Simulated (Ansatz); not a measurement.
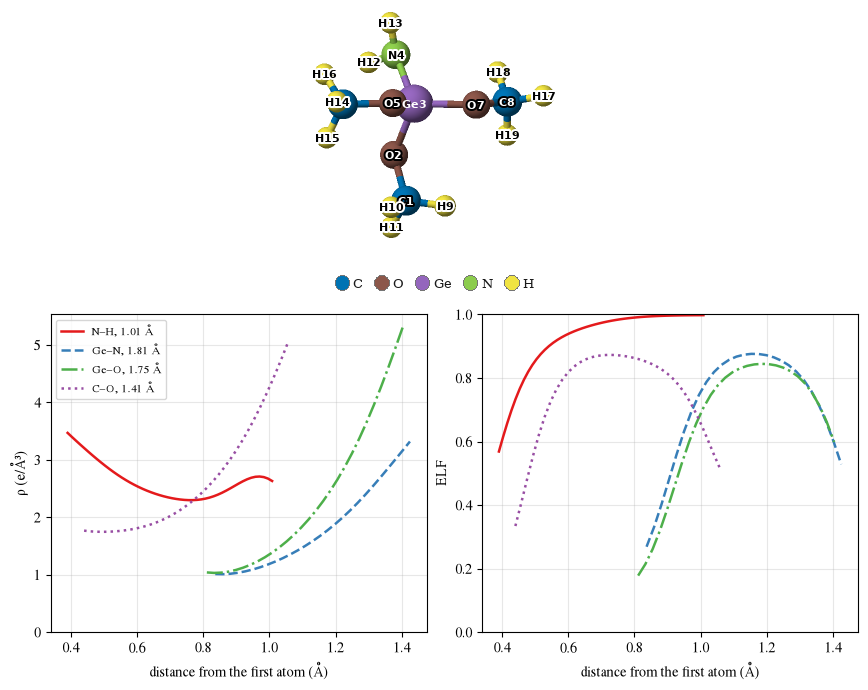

The picture shows: C$_{3}$H$_{11}$GeNO$_{3}$ (SMILES C[O][Ge]([NH2])([O]C)[O]C). Electron density and electron localisation function along straight lines between neighbouring atoms. The curves leave out the atomic cores. The structure is drawn too.

Geometry: PBE0-D4/def2-TZVP.

All numbers below come from RKS PBE0-D4/def2-TZVPP (Ansatz 0.2.0).

Input

```
crystal:
  periodic: [false, false, false]
  atoms:
    - {symbol: C, position_ang: [-0.550296, -1.390623, 1.762362]}
    - {symbol: O, position_ang: [-1.054601, -0.732682, 0.619177]}
    - {symbol: Ge, position_ang: [0.044456, 0.235646, -0.366321]}
    - {symbol: N, position_ang: [-0.981503, 0.726024, -1.773442]}
    - {symbol: O, position_ang: [0.776152, 1.534539, 0.572566]}
    - {symbol: C, position_ang: [-0.069347, 2.470334, 1.202477]}
    - {symbol: O, position_ang: [1.467459, -0.666378, -0.854783]}
    - {symbol: C, position_ang: [1.310250, -1.762896, -1.731496]}
    - {symbol: H, position_ang: [0.253862, -2.090969, 1.510214]}
    - {symbol: H, position_ang: [-0.165085, -0.682848, 2.505419]}
    - {symbol: H, position_ang: [-1.370648, -1.952923, 2.213223]}
    - {symbol: H, position_ang: [-1.974144, 0.708668, -1.592971]}
    - {symbol: H, position_ang: [-0.719812, 1.577380, -2.246396]}
    - {symbol: H, position_ang: [0.562735, 3.219420, 1.684039]}
    - {symbol: H, position_ang: [-0.699737, 2.005164, 1.969906]}
    - {symbol: H, position_ang: [-0.725249, 2.984431, 0.488216]}
    - {symbol: H, position_ang: [2.304816, -2.062701, -2.068054]}
    - {symbol: H, position_ang: [0.706172, -1.505691, -2.608315]}
    - {symbol: H, position_ang: [0.842922, -2.618296, -1.229420]}
basis:
  gaussian: {orbitals: def2-TZVPP}
hamiltonian: {xc: pbe0, dispersion: d4}
output: {orbitals: {seedname: orbitals}}
```

Launched as:

```sh
ansatz run in.yaml --threads 4 --pin off --events-out ev --progress --plain --max-ram 66560MiB --backend cuda --devices 0, --max-vram 37GiB
```

Question: What can be read from the curves?

Answer: N–H (1.01 Å): ρ at the midpoint is about 2.9 e/Å³; the ELF climbs to about 1 towards the hydrogen, as it does in any bond to H (a covalent bond by its length).
Ge–N (1.81 Å): the density is about 1 e/Å³ at the midpoint; the ELF peaks at about 0.90 in the valence shell of N, 0.7 Å from its nucleus, and is about 0.50 at the midpoint.
Ge–O (1.75 Å): the density is about 1.1 e/Å³ at the midpoint; the ELF peaks at about 0.85 in the valence shell of O, 0.6 Å from its nucleus, and is about 0.30 at the midpoint.
C–O (1.41 Å): ρ at the midpoint is about 2 e/Å³, with its minimum of 1.7 e/Å³ about 0.5 Å from C; the ELF peaks at about 0.85 between the atoms (a shared but strongly polarised pair).
